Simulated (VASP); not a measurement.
Band structure of NiSb (NiAs type). Level of theory: optB86b-vdW, VASP's PBE PAW potentials (set 64) (plane waves; VASP 6.6.1).

Unless said otherwise, spin-orbit coupling is left out, though it shifts the bands of the heavy elements here.

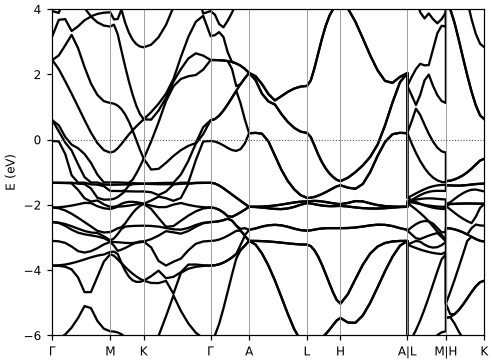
Bands along high-symmetry lines, zero at the valence-band maximum or, without a gap, the Fermi level

Read the plot: is there a gap, and where are the band edges?

It has no gap at this level: it comes out as a metal or semimetal. (Edges off the drawn lines would not show.)

The compound is NiSb in the NiAs type structure. It was relaxed first. The run is not spin-polarised, so no magnetic state was tried.
